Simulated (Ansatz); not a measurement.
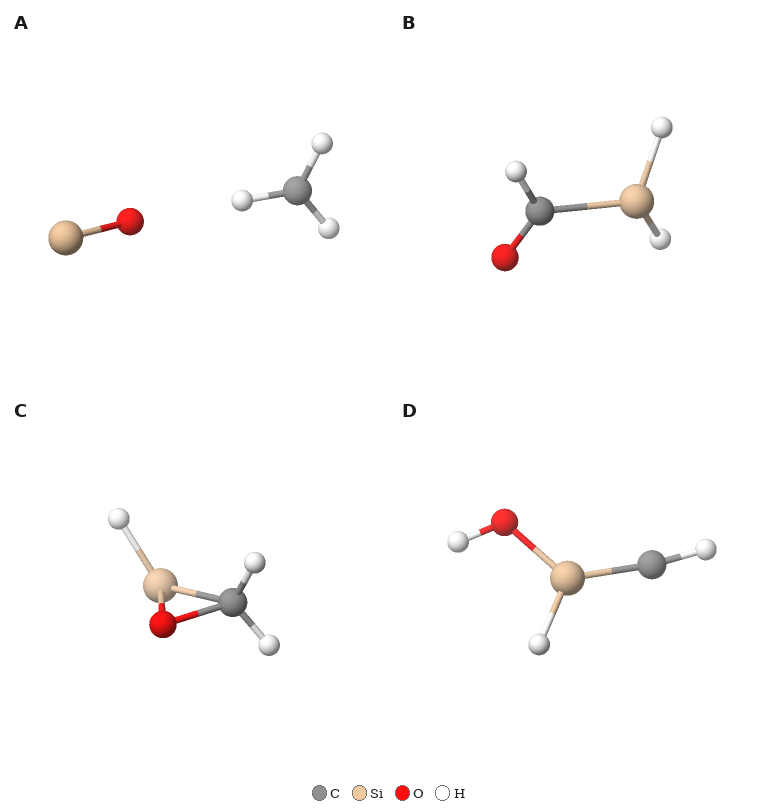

4 stationary structures of one formula. Charge 0, doublet. Geometries: PBE-D4/def2-SVP. Electronic energies: PBE-D4/def2-SVP (Ansatz 0.2.0), without zero-point energy. No frequency run is at hand to confirm each as a minimum.

**Rank them by energy, lowest first.**

B is lowest (C1); A lies 4.3 kJ/mol above it, C lies 4.9 kJ/mol above it (C1), D lies 75.5 kJ/mol above it.
